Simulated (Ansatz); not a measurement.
One crystal and one scan (scan of one atom of the cell) at two levels, PBE (plane waves to 420 eV, PAW, scalar-relativistic; Ansatz, an electronic-structure program) and r2SCAN (plane waves to 500 eV, PAW, scalar-relativistic; Ansatz), each from its own relaxed cell and on its own mesh. The cell shown is that of PBE.

Starting cell, PbS (rock salt):

```
PbS
1.0
    0.00000     3.00445     3.00445
    3.00445     0.00000     3.00445
    3.00445     3.00445     0.00000
S Pb
1 1
Direct
  0.00000   0.00000   0.00000
  0.50000   0.50000   0.50000
```

In each cell atom 2 (Pb, nearest neighbour S at 3.004 Å; its periodic images, 4.2 Å or more away, move with it) moves by s·(-1.000, 0.000, 0.000) (towards the nearest neighbour), the rest being held.

E stands for the smeared free energy. PbS was relaxed with its symmetry unable to fall. Spin-orbit coupling is left out, though Pb is heavy. Percentages come from the unrounded values.

```csv
quantity,PBE,r2SCAN,PBE − r2SCAN
Lattice constant a (Å),6.009,5.974,+0.035 (+0.6 %)
```

PBE gives the higher value for: lattice constant a. Both give the same shape of the curve: a single well with its minimum at or next to zero displacement. Neither level is exact: the differences show how much the result hangs on the functional.

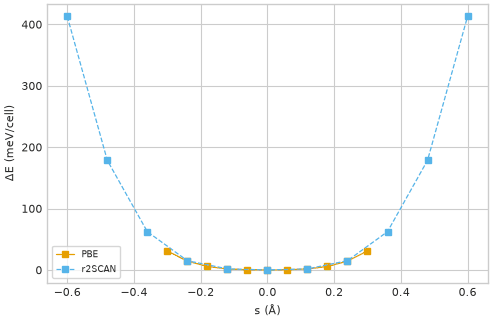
Fig. 1. ΔE, each from the undisplaced structure of its own level.

(For displaced atoms, the force is minus the slope of the energy, and its curvature is a force constant, which sets phonon frequencies.)
